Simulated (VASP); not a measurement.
Band structure of MgZr (space group Pmma). Method: PBEsol GGA, VASP's PBE PAW potentials (set 64) (plane waves; VASP).

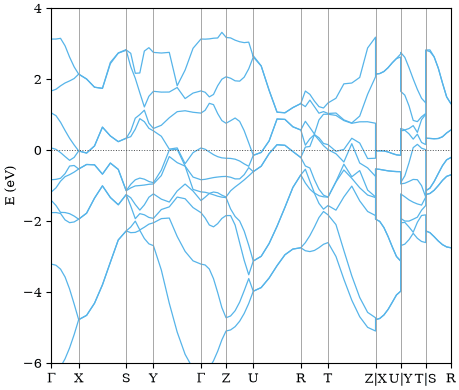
Fig. 1. Bands along high-symmetry lines, zero at the valence-band maximum or, without a gap, the Fermi level

Q: Read the plot: is there a gap, and where are the band edges?

A: It has no gap at this level: it comes out as a metal or semimetal. (Edges off the drawn lines would not show.)

The structure comes from a computed database's MgZr entry (Pmma); how it stands against other phases isn't given here. It was relaxed first.
